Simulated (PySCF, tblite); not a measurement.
# C₆H₁₅BNP: geometry, infrared bands and NMR shifts

What infrared bands and NMR shifts should C₆H₁₅BNP (`C=CCCC(=C)[B@@H-]([NH3+])P`) show?

The runs use tblite 0.8.0 and PySCF 2.14.0, with density-fitted response routines of our own; the level of theory stands in each step. All values are computed, except where a source is named. Atoms are numbered from 0 throughout.

## 1. Starting geometry

24 atoms, charge 0, multiplicity 1; geometry from: force field or distance geometry start.

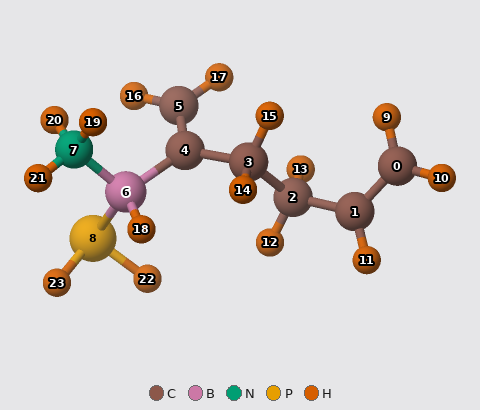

The starting geometry (carbon brown, boron pink, nitrogen teal, phosphorus amber, hydrogen orange), atoms numbered.

## 2. Optimising the geometry with GFN2-xTB

What the job is given:

```
{"job": {"kind": "relax", "xc": "GFN2-xTB", "basis": "xTB"}, "charge": 0, "multiplicity": 1}
C      3.825900    -0.906800     0.263000
C      2.752800    -1.379700    -0.403200
C      1.587300    -0.519700    -0.731100
C      0.767700    -0.152800     0.510300
C     -0.447400     0.662500     0.165100
C     -0.305900     1.960400    -0.163800
B     -1.895100    -0.007200     0.161800
N     -2.806500     0.684000     1.196100
P     -2.684700     0.081200    -1.609700
H      3.850200     0.132200     0.587300
H      4.656700    -1.553700     0.481300
H      2.757100    -2.424000    -0.715500
H      0.919600    -1.068500    -1.433400
H      1.937100     0.406100    -1.246000
H      0.459900    -1.090600     1.032700
H      1.396700     0.411000     1.248000
H     -1.153200     2.580700    -0.424400
H      0.679500     2.419800    -0.162400
H     -1.801900    -1.160700     0.461700
H     -2.342500     0.694100     2.134000
H     -3.026600     1.665300     0.899700
H     -3.709500     0.149300     1.269800
H     -1.739200    -0.846300    -2.179800
H     -3.689800    -0.945400    -1.333900
```

Launch:

```bash
$ OMP_NUM_THREADS=1 python probes_run.py task.json out
```

This one command runs all jobs of the session in turn.

**Question.** This job is followed by: GFN2-xTB harmonic vibrations, gas phase; GIAO PBE0/pcSseg-1 NMR shielding, non-relativistic, gas phase. Predict these results of the whole session: strongest single infrared mode (GFN2-xTB); zero-point energy (GFN2-xTB); 13C shifts against TMS (PBE0/pcSseg-1); 1H shifts against TMS (PBE0/pcSseg-1, means over atoms taken as alike); 11B shifts against BF3·OEt2 (PBE0/pcSseg-1); 15N shifts against NH3 (PBE0/pcSseg-1); 31P shifts against H3PO4 (PBE0/pcSseg-1).

**Answer**, as computed:

```
                                                              quantity                                                                       value
                             strongest single infrared mode (GFN2-xTB)                                                       2390 cm⁻¹, 214 km/mol
                                          zero-point energy (GFN2-xTB)                                                              124.5 kcal/mol
                                13C shifts against TMS (PBE0/pcSseg-1)                                  174.8, 149.9, 119.8, 117.4, 50.7, 43.7 ppm
1H shifts against TMS (PBE0/pcSseg-1, means over atoms taken as alike)  6.22, 5.58, 5.38, 5.20, 4.85, 3.10, 3.03, 2.73, 2.51, 2.06, 1.79, 1.21 ppm
                           11B shifts against BF3·OEt2 (PBE0/pcSseg-1)                                                                   -18.6 ppm
                                15N shifts against NH3 (PBE0/pcSseg-1)                                                                    56.9 ppm
                              31P shifts against H3PO4 (PBE0/pcSseg-1)                                                                  -244.3 ppm
```

**Reading.** The optimisation took 176 steps and gained 0.515 eV; among the close pairs (by a distance rule), B6–N7 changed most, from 1.542 to 1.643 Å. All 66 modes are real, so the xTB geometry is a minimum. The strongest single mode, at 2390 cm⁻¹, moves mainly H22. Unscaled tight-binding wavenumbers are off by several per cent, some by more. Its intensities can rank the bands wrongly. H11 (hydrogen on an alkene CH) lies farthest downfield among hydrogen, at 6.22 ppm; olefinic region. At PBE0/pcSseg-1: The widest tensor belongs to C4: span 292 ppm, with a paramagnetic part of -249 ppm.
